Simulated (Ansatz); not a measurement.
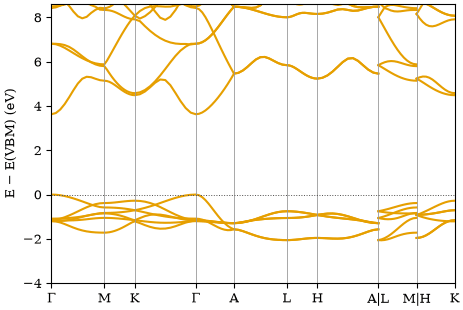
Fig. 1. Band structure from DFT-r²SCAN in the program Ansatz with PAW potentials

Question: Read off the gap and where the band edges lie.

Answer: About 3.6 eV (3.63 eV by a search for the band edges); maximum at Γ, minimum at Γ.

Question: Which compound is it?
A) CaO, P6_3/mmc (Ca on 2d, O on 2c)
B) CaAl2O4, P6_3 (Pearson symbol hP42)
C) C, P6_3/mmc (C on 4e, C on 4f)
D) C, P6_3/mmc (C on 4f, C on 4f, C on 4e)

Answer: A, CaO, P6_3/mmc (Ca on 2d, O on 2c)

The start of the workflow was typed in or built on a structure type; the Crystallography Open Database copy checked does not list it. It is not the phase usual at ambient conditions (space group No. 225). The r²SCAN relaxation kept the symmetry of its start; its stability against distortions is not shown here.

Potentials: the earlier of the program's two PAW sets.
